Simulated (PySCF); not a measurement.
System: C6H8O (SMILES C=CC1=CCCO1).

Input

```
{"job": {"xc": "PBE0", "basis": "pcSseg-1", "kind": "nmr", "pop": true}, "charge": 0, "multiplicity": 1}
C      2.567196     0.060544    -1.242223
C      1.858442    -0.282298    -0.172571
C      0.424648    -0.118967    -0.072756
C     -0.373897    -0.422097     0.957403
C     -1.793646    -0.082497     0.613465
C     -1.631109     0.476642    -0.813281
O     -0.246345     0.410004    -1.143893
H      3.634085    -0.074239    -1.284787
H      2.088230     0.488179    -2.106040
H      2.326137    -0.711715     0.702492
H     -0.075040    -0.843842     1.895747
H     -2.439028    -0.963827     0.638607
H     -2.213259     0.657362     1.299167
H     -2.184430    -0.107602    -1.555464
H     -1.946399     1.522343    -0.888779
```

Launched as:

```sh
OMP_NUM_THREADS=1 python ens_run.py task.json out
```

Geometry: GFN2-xTB.

These are results of PBE0/pcSseg-1, SCF density, gas phase, non-relativistic in PySCF, not measurements.

What can the converged electron density and electron localisation function tell about the bonding?

Answer. C–C (1.33 Å): ρ is about 2.3 e/Å³ halfway; the ELF peaks at about 0.90 between the atoms: a multiple bond.
C–O (1.37 Å): ρ at the midpoint is about 2.3 e/Å³, with its minimum of 2 e/Å³ about 0.5 Å from C; the ELF peaks at about 0.85 between the atoms (a polar covalent bond).
C–H (1.07 Å): ρ is about 2 e/Å³ halfway; the ELF climbs to about 1 towards the hydrogen, as it does in any bond to H; a covalent bond by its length.
C–O (1.43 Å): the density is about 2 e/Å³ at the midpoint, with its minimum of 1.7 e/Å³ about 0.5 Å from C; the ELF peaks at about 0.90 between the atoms; a shared but strongly polarised pair.

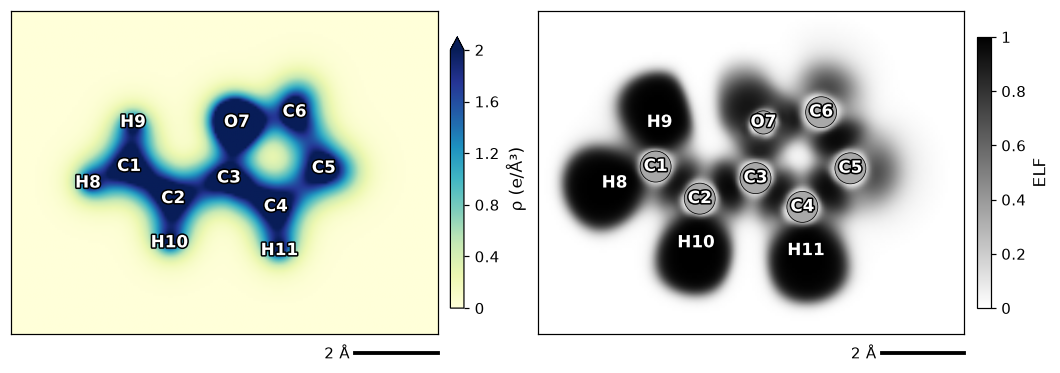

Computed electron density and electron localisation function on the plane of atoms C4, C3 and O7, in this order. Grey discs cover the atomic cores in the ELF map. 
